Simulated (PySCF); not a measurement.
C4H8AlClS2 (SMILES CC[C@H]1C[S][Al]([Cl])[S]1)

Input

```
{"job": {"kind": "nmr", "xc": "PBE0", "basis": "pcSseg-1"}, "charge": 0, "multiplicity": 1}
C     -2.023927     0.466671    -0.393544
C     -0.719630     0.696510     0.361177
C      0.022938    -0.593802     0.690134
C      0.505007    -1.368572    -0.535435
S      1.731298    -0.486297    -1.589464
Al     2.706328     0.421970     0.171788
Cl     4.411828     1.488324     0.263127
S      1.418820    -0.222933     1.846380
H     -1.839178     0.071154    -1.388588
H     -2.557019     1.407934    -0.500152
H     -2.660548    -0.229739     0.148045
H     -0.055115     1.342408    -0.231951
H     -0.930130     1.214878     1.298623
H     -0.633955    -1.259155     1.258885
H     -0.340992    -1.588185    -1.185994
H      0.956676    -2.310727    -0.224443
```

Command:

```sh
OMP_NUM_THREADS=1 python probes_run.py task.json out
```

Geometry: GFN2-xTB.

The calculation used PBE0/pcSseg-1, SCF density, gas phase, non-relativistic (PySCF).

Question: Predict the electron density and electron localisation function between the atoms.

Answer: C–S (1.84 Å): ρ is about 1.2 e/Å³ halfway; the ELF peaks at about 0.90 between the atoms (a shared electron pair).
Al–Cl (2.01 Å): ρ at the midpoint is about 0.85 e/Å³; the ELF peaks at about 0.85 in the valence shell of Cl, 0.9 Å from its nucleus, and is about 0.80 at the midpoint.
Al–S (2.21 Å): ρ at the midpoint is about 0.67 e/Å³; the ELF peaks at about 0.90 in the valence shell of S, 1.0 Å from its nucleus, and is about 0.90 at the midpoint.
C–H (1.09 Å): the density is about 2 e/Å³ at the midpoint; the ELF climbs to about 1 towards the hydrogen, as it does in any bond to H; an ordinary covalent bond to hydrogen.

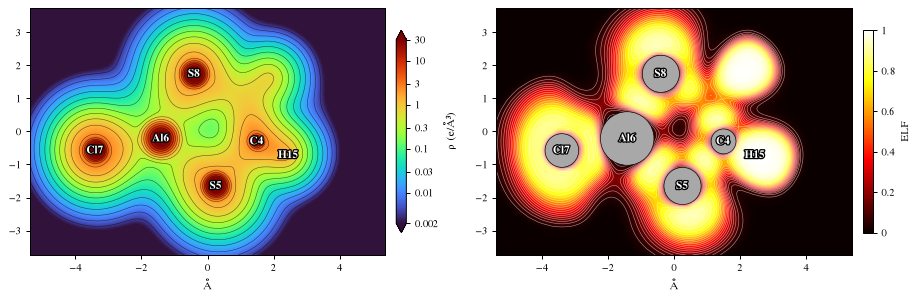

Computed electron density and electron localisation function on the plane of atoms S5, Al6 and S8, in this order. Grey discs cover the atomic cores in the ELF map. 
